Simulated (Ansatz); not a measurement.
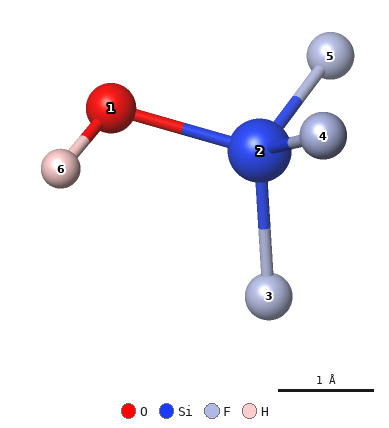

This is the input geometry for a relaxation of SiHOF$_{3}$ (coarse preliminary run). The picture is a ball-and-stick view, seen at a tilt.

The start comes from a force field.

Theory: RKS PBE-D4/def2-SVP (Ansatz 0.2.0).

Input file:
```yaml
crystal:
  periodic: [false, false, false]
  atoms:
    - {symbol: O, position_ang: [-0.190900, 0.506100, 1.161500]}
    - {symbol: Si, position_ang: [0.237600, -0.089800, -0.296400]}
    - {symbol: F, position_ang: [-0.712700, 0.541300, -1.454900]}
    - {symbol: F, position_ang: [0.095300, -1.657700, -0.236600]}
    - {symbol: F, position_ang: [1.779500, 0.252900, -0.570400]}
    - {symbol: H, position_ang: [-1.166800, 0.383200, 1.350600]}
basis:
  gaussian: {orbitals: def2-SVP}
hamiltonian: {xc: pbe, dispersion: d4}
relax: {f_tol: 0.03, max_steps: 200}
```

Where does the relaxation end?

The largest move after the best rigid fit is that of F4, 0.11 Å. By element the largest moves are F 0.11 Å, H 0.11 Å, O 0.03 Å, Si 0.02 Å. Some distances before and after: Si2–F4 1.575 → 1.613 Å, O1–H6 1.002 → 0.972 Å, Si2–F3 1.626 → 1.614 Å, O1–Si2 1.632 → 1.637 Å. Bond angles that change, for instance: Si2–O1–H6 112.3° → 117.6°, O1–Si2–F4 107.8° → 112.7°, F3–Si2–F4 111.1° → 106.6°. Over 5 geometry steps the energy falls by 0.102 eV. Largest force component: 1.5 eV/Å at the start, 0.011 eV/Å at the end.

History of the run:

| step | E − E(0), eV | largest force component, eV/Å |
| --- | --- | --- |
| 0 | 0.0000 | 1.5430 |
| 1 | -0.0677 | 0.7992 |
| 2 | -0.0981 | 0.1839 |
| 3 | -0.1004 | 0.1318 |
| 4 | -0.1009 | 0.2268 |
| 5 | -0.1019 | 0.0115 |

Final geometry:

```xyz
6

O    -0.2084    0.5262    1.1673
Si    0.2218   -0.0986   -0.2834
F    -0.6748    0.4792   -1.4940
F     0.0843   -1.7053   -0.3345
F     1.7583    0.2928   -0.5370
H    -1.1392    0.4417    1.4354
```

After the run, drawn alike:

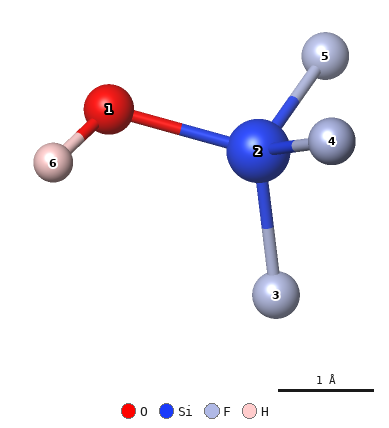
